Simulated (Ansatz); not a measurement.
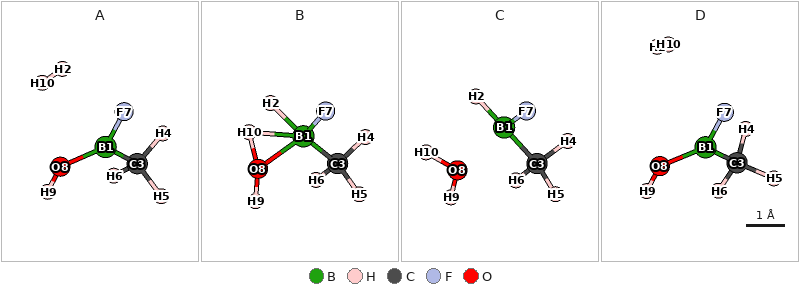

4 geometries from a converged minimum-energy path of CH6BFO, shuffled. A ball-and-stick model, seen from a free direction.

The calculation used Ansatz, RKS PBE0/def2-SVPD. Run with 9 movable images; climbing image; force threshold 0.05 eV/Å; iteration limit 60; starting path through a guess of the saddle point.

Q: Which frame is the top of the path?

A: B. In order along the path, whose images run from 0 to 10: C (image 4, +1.7 kcal/mol), B (image 6, +22.0 kcal/mol), A (image 8, −19.9 kcal/mol), D (image 10, −20.6 kcal/mol). Breaking: B1–H2 (1.22 → 1.38 at the top → 3.32 Å), O8–H10 (0.97 → 1.23 at the top → 3.44 Å). Forming: B1–O8 (1.75 → 1.57 at the top → 1.35 Å), H2–H10 (3.07 → 1.05 at the top → 0.76 Å).

Cost: 4.9 min on 4 threads of Intel(R) Xeon(R) Platinum 8488C (Sapphire Rapids), with other jobs on the host, peak memory 0.32 GiB.
